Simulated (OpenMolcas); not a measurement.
**One shape, several levels: CH6Sn (SMILES [CH3][SnH3])**

We compute a comparison of 5 runs (HF/STO-3G, BLYP/def2-SVP, PBE/def2-SVP, SVWN5/def2-SVP, MP2/def2-SVP) of CH6Sn. 

Program for the calculation: OpenMolcas 26.06.

## 1. The structure to begin with

The species is CH6Sn (8 atoms), meant as a singlet with charge 0. SMILES: `[CH3][SnH3]`. The shape is that of a PBE0-D4/def2-TZVP optimisation.

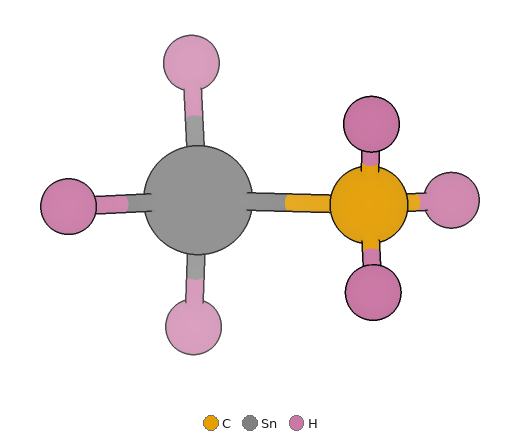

Viewed from a chosen angle; carbon amber, tin grey, hydrogen pink.

## 2. Energy and gradient at HF/STO-3G (run 1)

Contents of mol.inp:

```
>>> EXPORT MOLCAS_PRINT=2
&gateway
baslib = $CurrDir
coord
8
bohr
C      2.06830524     0.69428538    -0.20900371
Sn    -1.73741420    -0.62190887     0.15514651
H      2.45758883     1.18618109    -2.17091737
H      3.38128695    -0.77705538     0.38550413
H      2.35195313     2.36064587     0.96810669
H     -3.80212896     1.67580913    -0.78896066
H     -2.18584621    -3.24352592    -1.67769885
H     -2.35970101    -1.38233466     3.23218756
basis = STO-3G
group = NoSym
&seward
&scf
thresholds = 1e-10 1e-07 1e-07 1e-05
prorbitals = 1
&alaska
```

The basis set STO-3G is read from a file made from the Basis Set Exchange's data (not shown).

On the command line:

```sh
$ export MOLCAS_MEM=1860
$ pymolcas mol.inp > mol.log
```

What it wrote:

```text
--- Start Module: gateway ---
[...]
--- Stop Module: gateway /rc=_RC_ALL_IS_WELL_ ---
[...]
      Basis functions           38
[...]
--- Start Module: scf ---
[...]
       Convergence after  10 Iterations
[...]
::    Total SCF energy                              -6004.2033096308
[...]
      Total spin, S                                     0.0000000000
[...]
      Total electronic charge=   62.000000
      Total            charge=   -0.000000
[...]
      Dipole Moment (debye):
      Origin of the operator (angstrom)=   -0.7045   -0.2548    0.0615
                   X= -2.1031E-02               Y= -7.3047E-03               Z=  1.9065E-03           Total=  2.2345E-02
      Quadrupole Moment (debye*angstrom):
[...]
 *              Molecular gradients               *
 **************************************************
  Irreducible representation: a
 ------------------------------------------------------------------------------------------
                              X                       Y                       Z
 ------------------------------------------------------------------------------------------
  C1                1.41400964027021E-02    4.83584898435119E-03   -1.33261030341858E-03
  SN2               1.95990932108536E-02    6.76699082541887E-03   -1.88400082468854E-03
  H3               -3.20953990496653E-03    5.68896513858164E-04   -8.75091025462371E-03
  H4                1.11008958502889E-03   -8.64194043763433E-03    3.25538013795934E-03
  H5               -3.70545976529835E-03    6.12037824159906E-03    6.03446856704526E-03
  H6               -1.75211753374516E-02    1.81885416645056E-02   -7.51674708323469E-03
  H7               -4.50641794540840E-03   -2.14080574085038E-02   -1.46603723820462E-02
  H8               -5.90668624536228E-03   -6.43065838363643E-03    2.48547921430369E-02
[...]
```

It took 2.5 s on 1 thread of Arm Neoverse V1, shared host; peak memory 0.37 GiB.

## 3. Energy and gradient at BLYP/def2-SVP (core potential) (run 2)

Contents of mol.xyz:

```xyz
8

C      1.094500     0.367400    -0.110600
Sn    -0.919400    -0.329100     0.082100
H      1.300500     0.627700    -1.148800
H      1.789300    -0.411200     0.204000
H      1.244600     1.249200     0.512300
H     -2.012000     0.886800    -0.417500
H     -1.156700    -1.716400    -0.887800
H     -1.248700    -0.731500     1.710400
```

Contents of job.input:

```
&GATEWAY
BasLib=$CurrDir
Coord=mol.xyz
Basis=def2-SVP
Group=NoSym
&SEWARD
GridInput
Grid=UltraFine
End of Grid
&SCF
KSDFT=BLYP
Thresholds=1e-10 1e-07 1e-07 1e-05
PrOrbitals=1 1
&ALASKA
```

The basis set def2-SVP is read from a file made from the Basis Set Exchange's data (not shown).

On the command line:

```sh
$ export MOLCAS_MEM=1860
$ pymolcas job.input > job.log
```

What it wrote:

```text
--- Start Module: gateway ---
[...]
--- Stop Module: gateway /rc=_RC_ALL_IS_WELL_ ---
[...]
      Basis functions           70
[...]
--- Start Module: scf ---
[...]
       Convergence after  15 Iterations
[...]
::    Total KS-DFT energy                            -255.8452976427
[...]
      Total spin, S                                     0.0000000000
[...]
      Total electronic charge=   34.000000
      Total            charge=   -0.000000
[...]
      Dipole Moment (debye):
      Origin of the operator (angstrom)=   -0.7045   -0.2548    0.0615
                   X=  7.8749E-01               Y=  2.7226E-01               Z= -7.5477E-02           Total=  8.3664E-01
      Quadrupole Moment (debye*angstrom):
[...]
 *              Molecular gradients               *
 **************************************************
  Irreducible representation: a
 ------------------------------------------------------------------------------------------
                              X                       Y                       Z
 ------------------------------------------------------------------------------------------
  C1               -2.03885700434991E-03   -7.47659716284765E-04    2.05515974214254E-04
  SN2               5.76705331394489E-03    1.97754270073114E-03   -5.44588438007643E-04
  H3               -2.24231054985591E-03   -2.65371712256668E-03    1.03330335977168E-02
  H4               -7.11898228749952E-03    7.68844698372639E-03   -3.12624991176524E-03
  H5               -1.68436896911317E-03   -8.81206415347391E-03   -6.15784439792755E-03
  H6                4.64608070857375E-03   -4.90950941411450E-03    2.02285087796894E-03
  H7                1.15366111413762E-03    5.74664303047445E-03    3.95376276893655E-03
  H8                1.51772367416103E-03    1.71031769152608E-03   -6.68648047109865E-03
[...]
```

Wall time 25 s (1 thread of Arm Neoverse V1, shared host); peak memory 0.41 GiB.

Runs 3 to 4 aren't shown in full; the table further down has their settings and results.

## 4. The energy at MP2/def2-SVP (core potential) (run 5)

Contents of coord.xyz:

```xyz
8

C      1.094500     0.367400    -0.110600
Sn    -0.919400    -0.329100     0.082100
H      1.300500     0.627700    -1.148800
H      1.789300    -0.411200     0.204000
H      1.244600     1.249200     0.512300
H     -2.012000     0.886800    -0.417500
H     -1.156700    -1.716400    -0.887800
H     -1.248700    -0.731500     1.710400
```

Contents of run.inp:

```
&GATEWAY
  BasLib=$CurrDir
  Coord=coord.xyz
  Basis=def2-SVP
  Group=NoSym

&SEWARD

&SCF
  Thresholds=1e-10 1e-07 1e-07 1e-05
  PrOrbitals=0

&MBPT2
  Frozen=5
```

The basis set def2-SVP is read from a file made from the Basis Set Exchange's data (not shown).

On the command line:

```sh
$ export MOLCAS_MEM=1860
$ pymolcas run.inp > run.log
```

What it wrote:

```text
--- Start Module: gateway ---
[...]
--- Stop Module: gateway /rc=_RC_ALL_IS_WELL_ ---
[...]
      Basis functions           70
[...]
--- Start Module: scf ---
[...]
       Convergence after  11 Iterations
[...]
::    Total SCF energy                               -254.6443023091
[...]
      Total spin, S                                     0.0000000000
[...]
      Total electronic charge=   34.000000
      Total            charge=   -0.000000
[...]
      Dipole Moment (debye):
      Origin of the operator (angstrom)=   -0.7045   -0.2548    0.0615
                   X=  6.9113E-01               Y=  2.3891E-01               Z= -6.6276E-02           Total=  7.3425E-01
      Quadrupole Moment (debye*angstrom):
[...]
--- Stop Module: scf /rc=_RC_ALL_IS_WELL_ ---
[...]
--- Start Module: mbpt2 ---
[...]
WARNING!
Default frozen orbitals as non valence orbitals is overwritten by user input.
Default values:   1
[...]
       Reference weight ( Cref**2 )         =        0.90457
::    Total MBPT2 energy                             -254.9185706462
[...]
      Total MBPT2 calculations                           0.14      0.15
--- Stop Module: mbpt2 /rc=_RC_ALL_IS_WELL_ ---
[...]
```

Wall time 3.6 s (1 thread of Arm Neoverse V1, shared host); peak memory 0.41 GiB.

## 5. All runs side by side

| run | level | integration grid | task | energy (Eh) | dipole moment (D) of the reference | HOMO energy (eV) | LUMO energy (eV) | wall time |
| --- | --- | --- | --- | --- | --- | --- | --- | --- |
| 1 | HF/STO-3G | – | gradient | -6004.203310 | 0.02 | -9.37 | 11.98 | 2.5 s |
| 2 | BLYP/def2-SVP (core potential) | UltraFine | gradient | -255.845298 | 0.84 | -7.00 | 0.07 | 25 s |
| 3 | PBE/def2-SVP (core potential) | UltraFine | gradient | -255.868320 | 0.82 | -7.18 | 0.02 | 24 s |
| 4 | SVWN5/def2-SVP (core potential) | UltraFine | gradient | -255.185268 | 0.82 | -7.30 | -0.15 | 17 s |
| 5 | MP2/def2-SVP (core potential) | – | energy | -254.918571 | 0.73 | -11.20 | 3.45 | 3.6 s |

## 6. Summary of results

| quantity | value |
| --- | --- |
| run 5: total energy | -254.91857 Eh |
| run 5: dipole moment (mean-field density) | 0.73 D |
| run 5: HOMO energy (Hartree–Fock orbitals) | -11.20 eV |
| run 5: LUMO energy (Hartree–Fock orbitals) | 3.45 eV |
| run 5: HOMO–LUMO gap (Hartree–Fock orbitals) | 14.66 eV |
| run 5: correlation energy (5 core orbitals frozen) | -274.3 mEh |

What this shows: Over runs 1, 2, 3, 4 the dipole moment (its size) runs from 0.02 D (HF/STO-3G) to 0.84 D (BLYP/def2-SVP). The two ends differ in method and basis and core potential. The two dipoles point in opposite directions. Over runs 1, 2, 3, 4 the HOMO–LUMO gap runs from 7.08 eV (BLYP/def2-SVP) to 21.35 eV (HF/STO-3G). Totals of different functionals can't be ranked against each other. Some runs of one species differ in core potentials or relativity; totals across that change don't compare. In run 1 the basis is minimal, so the values are rough. In run 1 relativity is left out where basis or elements ask for it. All runs together took 72 s, the longest 25 s.
